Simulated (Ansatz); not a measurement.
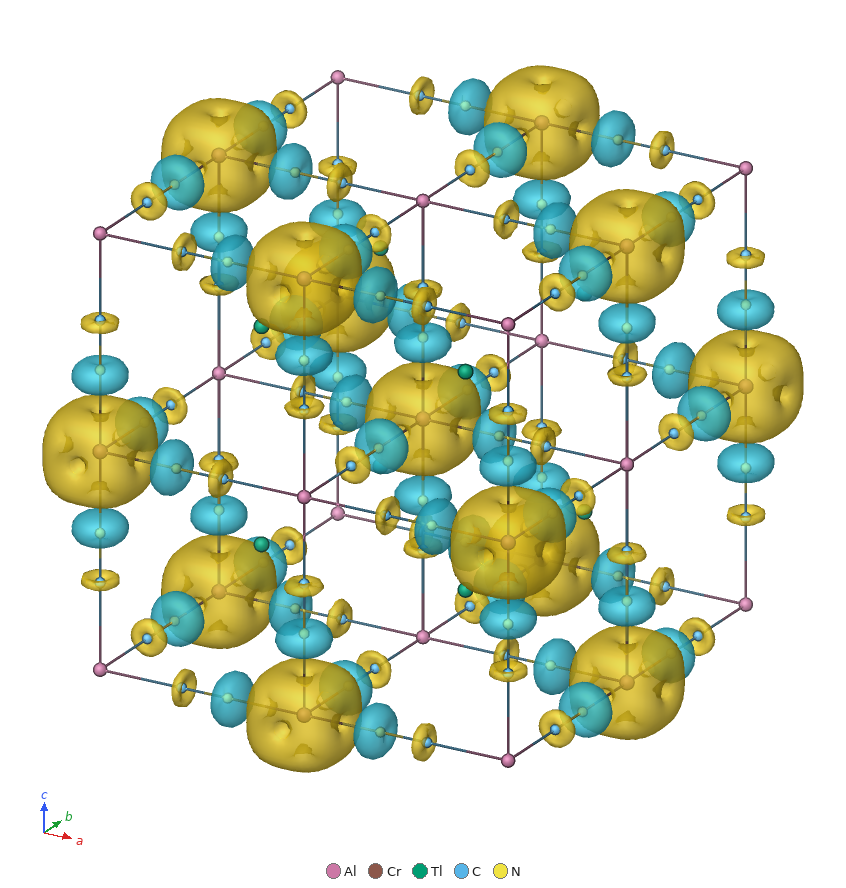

The picture shows: AlTl2CrC6N6. Isosurfaces of the magnetisation density (up minus down) at +0.015 (yellow) and −0.015 e/Å³ (cyan), seen at an oblique angle. Sticks mark near contacts.

Space group Fm-3m; a structure generated by program, which may or may not match a known phase; spin-polarised.

These are results of DFT PBE, scalar-relativistic, plane waves, PAW in Ansatz 0.2.0, not measurements.

Core electrons are frozen (PAW), and the valence fields are smoothed inside the atomic spheres.

Which atoms carry the moments, and with what signs?

Answer. The spin density sits on Cr: +0.9 μB (×4) in one cell of 64 atoms: parallel main moments, as they must be, since the calculation's own cell holds one magnetic site. The cell of the calculation (16 atoms) carries 1.0 μB of net spin moment.
